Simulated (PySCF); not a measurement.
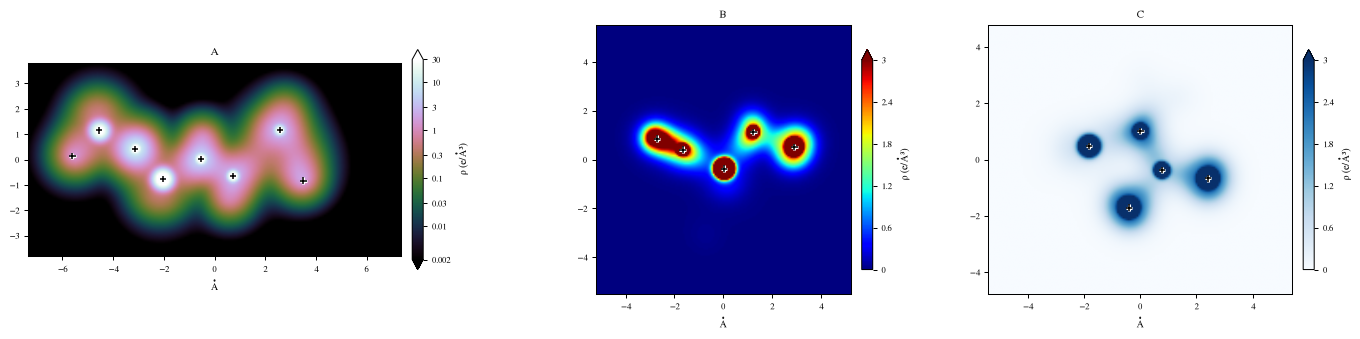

The total electron density of 3 systems, each on a plane through atoms (crosses mark nuclei in the plane).

Theory: PBE0/pcSseg-1, SCF density, gas phase, non-relativistic in PySCF.

System 1: C6H12ClNSi (SMILES CC[Si](C#N)(CC)CCl), the plane of atoms Si3, C8 and Cl9. Geometry: GFN2-xTB.

```xyz
21

C    -2.5593   -0.3162   -0.6499
C    -1.0762   -0.5564   -0.9269
Si    0.0819    0.2901    0.3283
C    -0.2693   -0.4432    2.0219
N    -0.4814   -0.9142    3.0443
C     1.9341    0.0653   -0.0515
C     2.3645   -1.3989   -0.0925
C    -0.3535    2.1471    0.5298
Cl   -0.1512    2.9569   -1.0505
H    -3.1723   -0.8551   -1.3695
H    -2.8257   -0.6566    0.3482
H    -2.8001    0.7409   -0.7278
H    -0.8869   -1.6314   -0.9250
H    -0.8423   -0.2019   -1.9326
H     2.5280    0.5869    0.7012
H     2.1694    0.5341   -1.0085
H     1.8305   -1.9387   -0.8705
H     2.1616   -1.8845    0.8591
H     3.4304   -1.4777   -0.2960
H     0.2938    2.6651    1.2331
H    -1.3847    2.3054    0.8348
```

System 2: C4H10BCl2Si (charge +1), the plane of atoms C2, B3 and Cl5. Geometry: GFN2-xTB.

```xyz
18

C    -1.7121    0.9358   -1.0614
C    -1.0565   -0.3210   -0.4517
B    -1.7441   -0.8600    0.8880
Cl   -3.3669   -1.0517    1.2223
Cl   -0.4905   -1.2261    2.0933
Si    0.7857   -0.1460    0.0793
C     1.3218    1.5067    0.8190
C     1.9864   -1.5399   -0.3459
H    -1.2179    1.2196   -1.9861
H    -2.7555    0.7325   -1.2845
H    -1.6739    1.7758   -0.3748
H    -1.1379   -1.0966   -1.2230
H     0.5463    1.9403    1.4509
H     2.2198    1.3981    1.4259
H     1.5489    2.2314    0.0383
H     2.6284   -1.7744    0.5017
H     1.4703   -2.4567   -0.6317
H     2.6389   -1.2614   -1.1710
```

System 3: C4H13NOSi2 (SMILES [SiH3]O[SiH2]NCC1CC1), the plane of atoms Si3, N4 and C5. Geometry: GFN2-xTB.

```xyz
21

Si    4.2442   -0.5215   -0.8983
O     2.8285   -0.4484   -0.1328
Si    1.7711   -0.0203    1.0175
N     0.2456   -0.1646    0.2631
C    -1.0113    0.1009    0.9176
C    -2.0108    0.6949   -0.0490
C    -2.8917   -0.2104   -0.8568
C    -3.4777    0.6180    0.2458
H     4.2258    0.5022   -1.9410
H     5.3179   -0.2776    0.0644
H     4.3073   -1.8737   -1.4498
H     1.9803    1.3785    1.3938
H     2.0235   -0.9240    2.1488
H     0.1424   -0.7750   -0.5337
H    -0.8138    0.8022    1.7321
H    -1.4334   -0.8133    1.3613
H    -1.6459    1.5910   -0.5348
H    -2.8090   -1.2753   -0.6976
H    -3.1160    0.0585   -1.8777
H    -3.7845    0.1158    1.1509
H    -4.1015    1.4589   -0.0150
```

**Which map belongs to which system?**

Panel A is system 3, C4H13NOSi2: the plane holds Si, O, N, C and H. C–N (1.44 Å): ρ at the midpoint is about 1.9 e/Å³. Panel B is system 1, C6H12ClNSi: the plane holds Si, C, N and Cl. C–N (1.15 Å): the density is about 3.6 e/Å³ at the midpoint. Panel C is system 2, C4H10BCl2Si: the plane holds C, B, Cl and Si. C–B (1.60 Å): ρ is about 1.3 e/Å³ halfway.
